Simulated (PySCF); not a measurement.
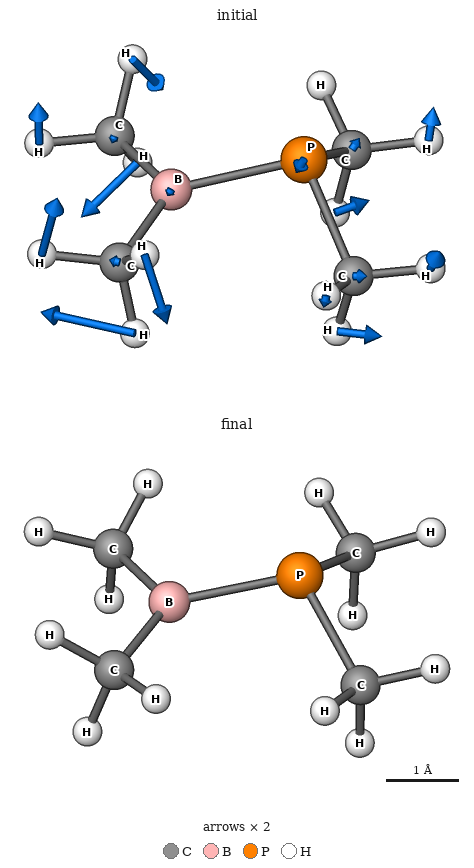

The structure of C4H12BP before (top) and after (bottom) a relaxation, at one scale. The blue arrows give the displacements, 2 times their true length.

Style: ball-and-stick. Shown from a free direction.

The start comes from GFN2-xTB. Its atoms were then displaced at random by about 0.01 Å.

Theory: PySCF 2.14.0, density-fitted response routines, PBE0-D3(BJ)/def2-SVP geometry optimisation, gas phase. 

> What changed between the two?

The largest move after the best rigid fit is that of an H atom, 0.74 Å. Largest moves by element: H 0.74 Å, P 0.14 Å, C 0.10 Å, B 0.06 Å. Among the contacts that change: B–P 1.928 → 1.880 Å, C–H 1.060 → 1.106 Å, B–C 1.596 → 1.575 Å, C–P 1.830 → 1.847 Å. Bond angles that change, for instance: B–P–C 101.9° → 108.7°, B–C–H 110.0° → 115.1°, B–C–H 111.9° → 116.2°. Groups turn about B–C by about 35°, B–C by about 25°. After 12 geometry steps the energy has fallen by 21.0 kJ/mol.
